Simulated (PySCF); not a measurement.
C₇H₁₃P

```xyz
21

C    -1.9935    1.5639   -0.1953
C    -1.7238    0.2836    0.0888
C    -2.2473   -0.8578   -0.7330
P    -0.8209   -0.2367    1.6113
C     0.6003    0.9504    1.6543
C     0.9405   -0.3529    0.9999
C     1.3271   -0.3879   -0.4586
C     2.7590    0.0785   -0.6906
H    -1.6258    2.3864    0.4246
H    -2.6047    1.8333   -1.0641
H    -2.8509   -1.5442   -0.1161
H    -2.8712   -0.5049   -1.5678
H    -1.4182   -1.4567   -1.1451
H     0.5353    1.8278    1.0021
H     1.0137    1.1700    2.6439
H     1.5241   -1.0442    1.6225
H     0.6315    0.2465   -1.0324
H     1.2039   -1.4143   -0.8440
H     3.4799   -0.5534   -0.1480
H     2.8997    1.1139   -0.3426
H     3.0229    0.0441   -1.7589
```

Geometry: PBE0-D3(BJ)/def2-SVP.

Theory: PBE0/pcSseg-1, SCF density, gas phase, non-relativistic (PySCF 2.14.0).

### What will maps of the electron density and electron localisation function show?

C–C (1.34 Å): ρ at the midpoint is about 2.2 e/Å³; the ELF peaks at about 0.95 between the atoms (a multiple bond).
C–P (1.84 Å): the density is about 1.1 e/Å³ at the midpoint; the ELF peaks at about 0.95 between the atoms: a shared electron pair.
C–H (1.09 Å): the density is about 2 e/Å³ at the midpoint; the ELF climbs to about 1 towards the hydrogen, as it does in any bond to H (a covalent bond by its length).
C–C (1.50 Å): ρ is about 1.7 e/Å³ halfway; the ELF peaks at about 0.95 between the atoms; a covalent bond.

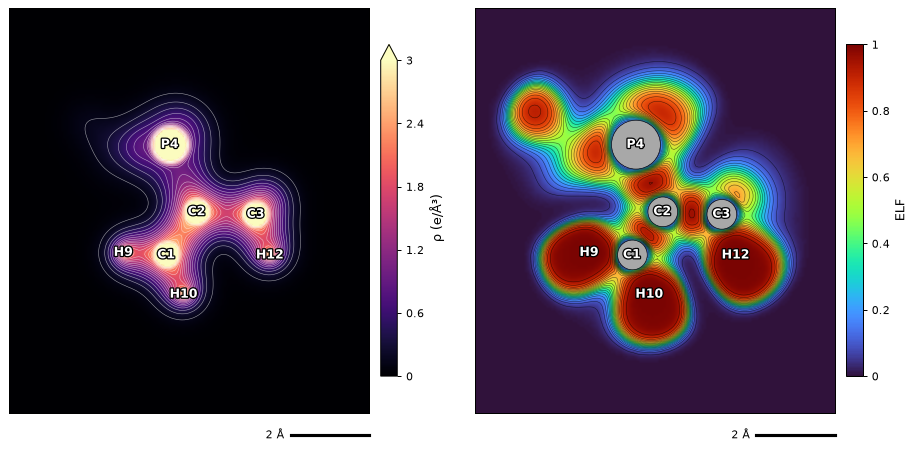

Computed electron density and electron localisation function on the plane of atoms C1, C2 and C3, in this order. Grey discs cover the atomic cores in the ELF map. 
